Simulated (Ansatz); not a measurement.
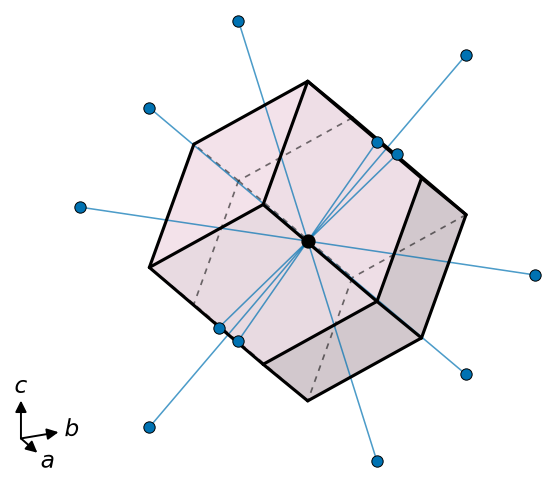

For MgO, the input geometry of an electronic-structure calculation (not necessarily at equilibrium): the Wigner–Seitz cell of the crystal's lattice, with lines to the lattice points that define its faces. The drawing is computed from the coordinates (standard cell, symmetry found to 0.002 Å).

a = 4.411 Å, b = 4.411 Å, c = 4.411 Å, α = 90.00°, β = 90.00°, γ = 90.00°; space group No. 225, Fm-3m.

Question: What is the cell's combinatorial type?

Answer: A rhombic dodecahedron: 12 faces (12 with 4 edges), 24 edges, 14 vertices. Its volume is that of the primitive cell, 21.5 Å³.

Question: Which lattice vectors do the faces bisect?

Answer:
```csv
example,length (Å),faces,edges of each,area (Å²)
1/2 a + 1/2 b,3.12,12,4,3.4
```
